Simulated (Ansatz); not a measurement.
**One shape, several levels: [PH2]− (phosphanide)**

We compute a comparison of 6 runs (UHF/3-21G, UPBE/3-21G, r2SCAN0/3-21G, B3LYP/6-31G*, CCSDT/3-21G, CCSD(T)/6-31G*) of [PH2]− (phosphanide). 

Program for the calculation: Ansatz 0.2.0.

2 further runs of the same task are left out: 2 that didn't finish.

### Step 1. Starting point

[PH2]−: 3 atoms, total charge -1, spin state singlet. As SMILES, `[PH2-]`. The H2–P1 distance was set to 3.363 Å, away from the relaxed value. At this shape a bond of the SMILES string is far longer than usual.

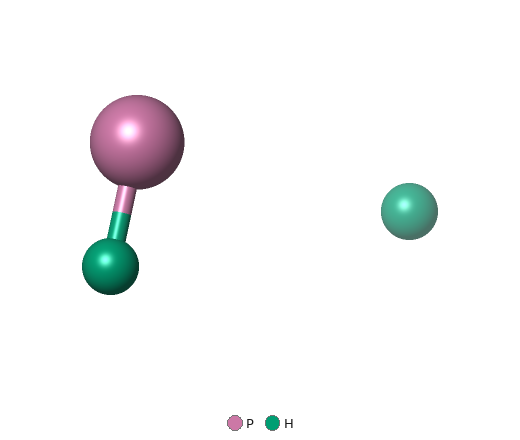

The structure, seen from a chosen angle (phosphorus pink, hydrogen teal).

### Step 2. A single-point energy at UHF/3-21G (run 1)

Input file job.yaml:

```yaml
crystal:
  periodic: [false, false, false]
  atoms:
    - symbol: P
      position_ang: [1.088916, -2.219282, 0.364930]
    - symbol: H
      position_ang: [0.105590, 0.990220, 0.165130]
    - symbol: H
      position_ang: [-0.014504, -2.622352, -0.290300]
basis:
  gaussian: {orbitals: 3-21G.json}
accuracy: high
hamiltonian: {xc: hf}
total_charge: -1
magnetization: {spin_polarized: true}
```

The basis set 3-21G is read from a file made from the Basis Set Exchange's data (not shown).

Launch:

```console
ansatz run job.yaml --threads 1 --pin off --max-ram 2610MiB --events-out events.jsonl --progress --plain --runs-dir runs
```

Log:

```text
Warning: RAYON_NUM_THREADS=1 ignored (pool sized by the plan → 1); use --threads N
Functional definition: HF
  name "HF"
  exchange = exact_x
  correlation = 0
311 factors; integrals over basis functions are off by at most 3.5e-9 eV
mean field evaluation 1: about -9248.8113 eV, gradient 1.2e1 eV
mean field evaluation 2: about -9248.8124 eV, gradient 1.2e1 eV
mean field evaluation 4: about -9250.4447 eV, gradient 1.1e0 eV
mean field evaluation 8: about -9250.4595 eV, gradient 1.2e-3 eV
mean field evaluation 16: about -9250.5651 eV, gradient 6.6e-1 eV
mean field evaluation 32: about -9252.3942 eV, gradient 1.0e-1 eV
mean field evaluation 64: about -9252.2148 eV, gradient 3.8e0 eV
mean field evaluation 96: about -9252.3572 eV, gradient 6.7e-2 eV
mean field -9252.39830844 eV, -340.0193663342 hartree, gradient 2.7e-8 eV, S^2 0.963019; 6 other end points of the search recorded, 0 dependent functions left out
reference -9252.39830844 eV, -340.0193663342 hartree; 9, 9 occupied and 8, 8 virtual orbitals, 311 factors
Total energy: -9252.39830844 eV, -340.0193663342 hartree
```

Wall time 0.22 s (1 thread of Arm Neoverse V1, shared host).

### Step 3. A single-point energy at UPBE/3-21G (run 2)

Input file run.yaml:

```yaml
crystal:
  periodic: [false, false, false]
  atoms:
    - {symbol: P, position_ang: [1.088916, -2.219282, 0.364930]}
    - {symbol: H, position_ang: [0.105590, 0.990220, 0.165130]}
    - {symbol: H, position_ang: [-0.014504, -2.622352, -0.290300]}
basis:
  gaussian:
    orbitals: 3-21G.json
total_charge: -1
magnetization:
  spin_polarized: true
hamiltonian:
  xc: {name: PBE}
accuracy: high
```

The basis set 3-21G is read from a file made from the Basis Set Exchange's data (not shown).

Launch:

```console
ansatz run run.yaml --threads 1 --pin off --max-ram 2610MiB --events-out events.jsonl --progress --plain --runs-dir runs
```

Log, cut to the lines that bear on the results:

```text
Warning: RAYON_NUM_THREADS=1 ignored (pool sized by the plan → 1); use --threads N
Functional definition: PBE
  name "PBE"
[...]
311 factors; integrals over basis functions are off by at most 3.5e-9 eV
[...]
mean field -9265.01557671 eV, -340.4830423911 hartree, gradient 1.1e-8 eV, S^2 0.891773; 13 other end points of the search recorded, 0 dependent functions left out
reference -9265.01557871 eV, -340.4830424645 hartree; 9, 9 occupied and 8, 8 virtual orbitals, 311 factors
Total energy: -9265.01557871 eV, -340.4830424645 hartree
```

Run time: 5.1 s. Hardware: 1 thread of Arm Neoverse V1, shared host; peak memory 0.097 GiB.

Runs 3 to 5 aren't shown in full; the table further down has their settings and results.

### Step 4. The energy at CCSD(T)/6-31G(d) (spherical functions) (run 6)

Input file job.yaml:

```yaml
basis:
  gaussian: {orbitals: 6-31G_st_-spherical.json}
crystal:
  periodic: [false, false, false]
  atoms:
    - symbol: P
      position_ang: [1.088916, -2.219282, 0.364930]
    - symbol: H
      position_ang: [0.105590, 0.990220, 0.165130]
    - symbol: H
      position_ang: [-0.014504, -2.622352, -0.290300]
total_charge: -1
scf: {omitted_lower_state_checks: [cluster_reference, increment]}
accuracy: high
correlation: {method: ccsd_t, frozen_orbitals: {H: 0, P: 5}}
```

The basis set 6-31G* is read from a file made from the Basis Set Exchange's data (not shown).

Launch:

```console
ansatz run job.yaml --threads 1 --pin off --max-ram 2610MiB --events-out events.jsonl --progress --plain --runs-dir runs
```

Log, cut to the lines that bear on the results:

```text
Warning: RAYON_NUM_THREADS=1 ignored (pool sized by the plan → 1); use --threads N
Functional definition: HF
  name "HF"
[...]
370 factors; integrals over basis functions are off by at most 6.0e-9 eV
[...]
mean field -9297.39559908 eV, -341.6729862650 hartree, gradient 1.6e-8 eV, S^2 0.000000; 2 other end points of the search recorded, 0 dependent functions left out; unrestricted orbitals would lower it
5 core orbitals not correlated: weight in the atoms' cores, before any rotation towards them, 1.000 or more for the frozen orbitals, at most 0.000 for the correlated occupied ones
reference -9297.39559908 eV, -341.6729862650 hartree; 4, 4 occupied and 13, 13 virtual orbitals, 370 factors
second order -3.03358482 eV of doubles, -0.00000000 eV of singles
cycle   1  -3.45426142 eV  change   -6.0e-1 eV  update   1.7e-1
[...]
cycle  27  -4.41779634 eV  change  -3.2e-10 eV  update  1.2e-10
perturbative correction -0.53027709 eV, -0.0194873235 hartree
WARN: these amplitudes may be one of several solutions (largest doubles amplitude 0.58, level shift 1.11 eV)
Total energy: -9302.34367251 eV, -341.8548246096 hartree
Checks for a lower state left out: cluster_reference, increment
```

Wall time 0.26 s (1 thread of Arm Neoverse V1, shared host).

### Step 5. All runs side by side

```
run                                 level  frozen core orbitals  energy (Eh)  wall time
  1                             UHF/3-21G                     –  -340.019366     0.22 s
  2                            UPBE/3-21G                     –  -340.483042      5.1 s
  3                         r2SCAN0/3-21G                     –  -340.576736      1.6 s
  4    B3LYP/6-31G* (spherical functions)                     –  -342.389849      0.7 s
  5                           CCSDT/3-21G                     5  -340.075994     0.32 s
  6  CCSD(T)/6-31G* (spherical functions)                     5  -341.854825     0.26 s
```

### Step 6. Results

| quantity | value |
| --- | --- |
| run 6: total energy | -341.85482 Eh |
| run 6: correlation energy (5 core orbitals frozen) | -181.8 mEh |
| run 6: (T) correction | -19.49 mEh |
| run 6: T1 diagnostic | 0.126 |

**Reading.** Totals of different functionals can't be ranked against each other. In run 6 the T1 diagnostic is large, so a single reference may not serve. In runs 5, 6 the log says that unrestricted orbitals would lower the reference, so the values rest on an unstable closed-shell determinant (other closed-shell runs at this shape may share the fault). Spin contamination of the reference: run 1 ⟨S²⟩ = 0.96, run 2 ⟨S²⟩ = 0.89. Where it is this large, the reference is a mixture of spin states, and values that rest on it are in doubt. All runs together took 8.2 s, the longest 5.1 s.
